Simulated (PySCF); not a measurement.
C₅H₄F₃NS (SMILES Cc1cc(C(F)(F)F)sn1)

Input

```
{"job": {"kind": "nmr", "xc": "PBE0", "basis": "pcSseg-1"}, "charge": 0, "multiplicity": 1}
C     -2.563422    -0.161770    -0.101560
C     -1.164706     0.339610     0.048180
C      0.009161    -0.463550    -0.104727
C      1.133356     0.288630     0.101385
C      2.556092    -0.168688     0.021392
F      3.230934     0.139795     1.130587
F      2.624397    -1.488893    -0.146086
F      3.195669     0.404086    -1.000203
S      0.675534     1.904125     0.462032
N     -0.943625     1.602567     0.344313
H     -3.271108     0.661820     0.052760
H     -2.776373    -0.954973     0.631761
H     -2.723783    -0.586433    -1.104459
H      0.019186    -1.525762    -0.347996
```

Launched as:

```sh
OMP_NUM_THREADS=1 python probes_run.py task.json out
```

Geometry: PBE0-D3(BJ)/def2-SVP.

All numbers below come from PBE0/pcSseg-1, SCF density, gas phase, non-relativistic (PySCF).

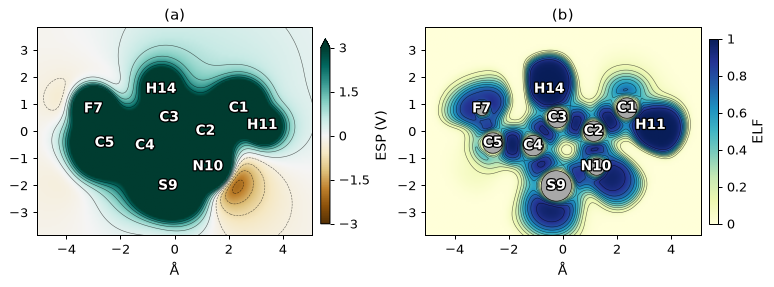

Figure 1. (a) electrostatic potential; (b) ELF on the plane of atoms C3, C4 and C5. Grey discs cover the atomic cores in the ELF map.

Interpret the plot.

Answer. The section cuts through C, F, S, N and H sites.
C–N (1.32 Å): the ELF peaks at about 0.90 between the atoms (localised, covalent bonding).
C–F (1.33 Å): the ELF peaks at about 0.85 between the atoms, as expected for a polar covalent bond.
C–C (1.37 Å): the ELF peaks at about 0.95 between the atoms: a covalent bond.
S–N (1.65 Å): the ELF peaks at about 0.85 between the atoms; a covalent bond.
C–S (1.72 Å): the ELF peaks at about 0.90 between the atoms (localised, covalent bonding).
The ELF also peaks beside S9, N10 and F7, away from the bonds: lone-pair regions.
Outside the dense part of the molecule the potential is most negative (−2.1 V) near N10.

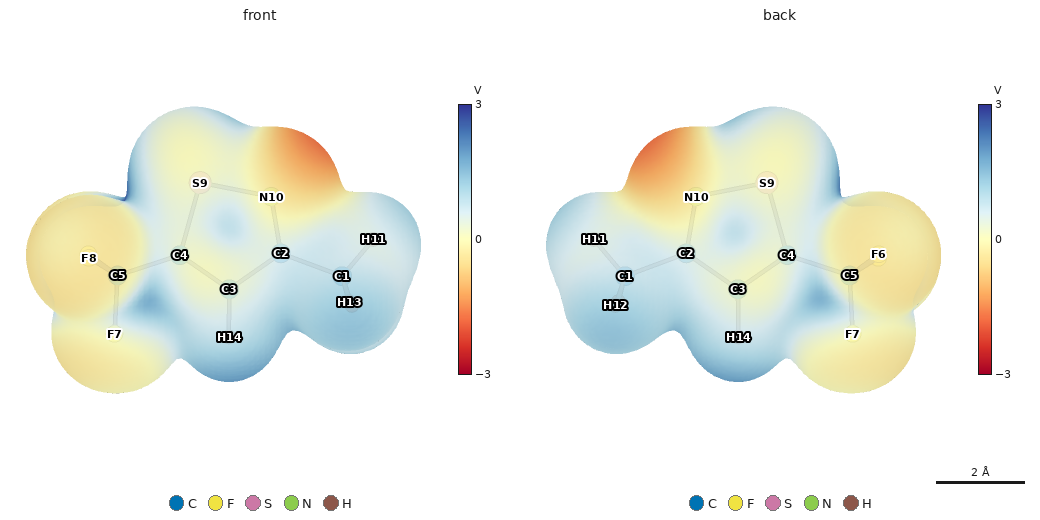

Figure 2. The molecular electrostatic potential painted on the density surface at 0.004 e/bohr³, seen from the front and from behind; the colour scale runs from red (negative) to blue (positive).

Which sites attract a positive test charge, and which a negative one?

Answer. A positive charge is drawn to the negative regions and a negative charge to the positive ones. The most negative region (about −1.6 V) lies over N10, the most positive (about +2.4 V) over C5 and S9. N10 is the likeliest acceptor of a hydrogen bond.

How polar is the molecule by this calculation?

Answer. Its dipole moment is 2.25 D.

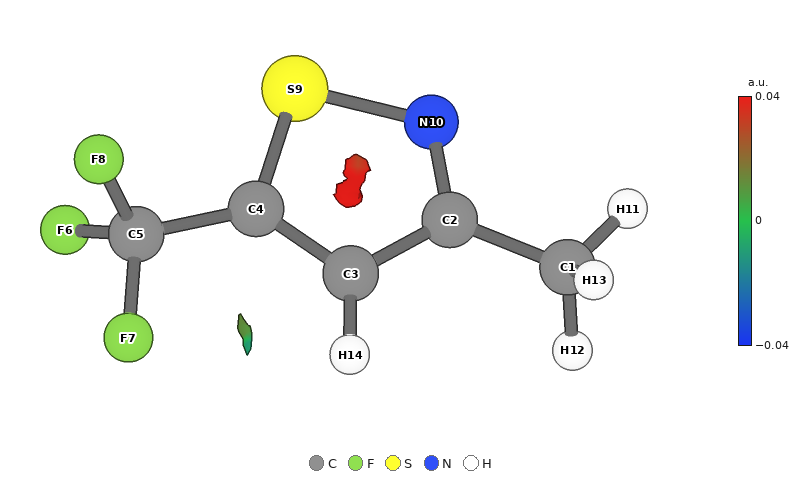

Figure 3. Non-covalent interaction (NCI) plot: the surface where the reduced density gradient is 0.5, for densities under 0.05 a.u., coloured by sign(λ₂)ρ; seen at a tilt.

Which non-covalent interactions does the plot reveal?

Answer. Between C3 and H14 on one side and F7 and C5 on the other: a weak contact (green); inside the ring or cage of C2, C3, C4, S9 and N10: steric crowding (red).
